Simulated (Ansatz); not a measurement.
A hypothetical phase is included: elements placed on a structure type, which no database files for this compound.

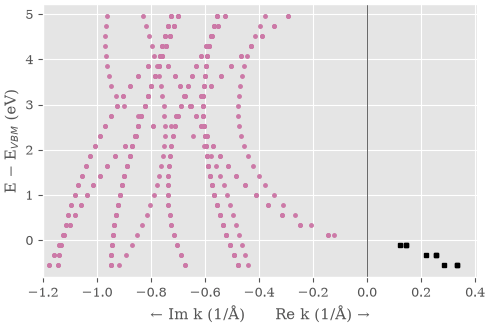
*Complex bands at the centre of the two-dimensional zone; r2SCAN (Ansatz, a program for electronic structure)*

No gap correction and no spin-orbit coupling; mid-gap is the computed energy nearest the middle.

### Question
This is BN (Pm-3n, 12 atoms a cell, 7.2 Å³ an atom) along the normal of (111). Read off the slowest decay at the centre of the two-dimensional zone at 2.31 eV, the computed energy nearest the middle of the gap.

### Answer
κ ≈ 0.47 1/Å, a decay length 1/(2κ) of the density of 1.1 Å.
